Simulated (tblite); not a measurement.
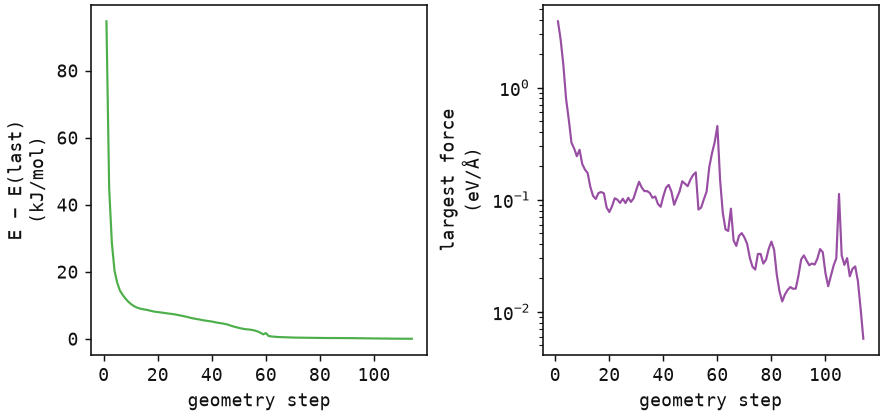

History of a geometry optimisation.

- system: C₅H₇N₂S (SMILES [H]/N=C\c1csc[n+]1C) (charge +1)
- method: GFN2-xTB geometry optimisation, gas phase (tblite)

Question: How did the optimisation end?

Answer: The optimisation met its thresholds at geometry 114, counting the start as the first. The energy fell by about 95 kJ/mol from the first step to the last. The largest force goes from about 3.9 eV/Å at the start to 6 × 10⁻³ eV/Å at the end.
